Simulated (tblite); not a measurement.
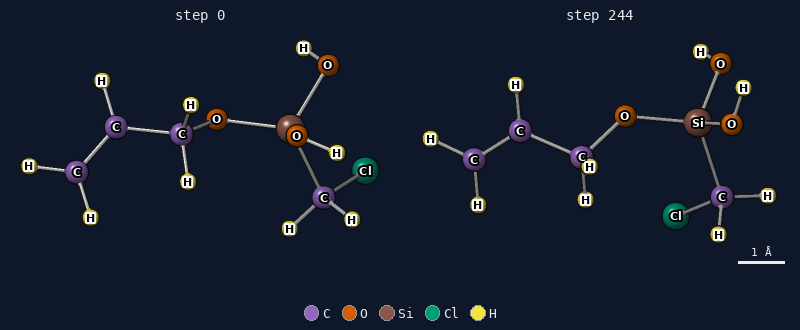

The structure of C4H9ClO3Si before (left) and after (right) a relaxation, at one scale.

The picture is a ball-and-stick view, seen at a tilt.

The calculation used tblite 0.8.0, GFN2-xTB geometry optimisation, gas phase. 

Question: Describe what moved and what it gained.

Answer: The Cl atom moves most after the best rigid fit: 2.24 Å. By element the largest moves are Cl 2.24 Å, H 1.47 Å, O 0.81 Å, C 0.56 Å, Si 0.30 Å. Near-neighbour distances that change, for instance: O–Si 1.724 → 1.620 Å, O–Si 1.694 → 1.619 Å, H–O 1.002 → 0.954 Å, C–Si 1.869 → 1.913 Å. Among the angles between lasting bonds that change: C–O–Si 108.8° → 129.6°, Si–O–H 105.9° → 119.3°, Si–O–H 108.9° → 120.0°. Groups turn about O–Si by about 110°, C–Si by about 60°, O–Si by about 55°. After 244 geometry steps the energy has fallen by 91.6 kJ/mol. Cost: 3.4 s on 1 thread of Intel(R) Xeon(R) Processor @ 2.70GHz, with other jobs on the host.
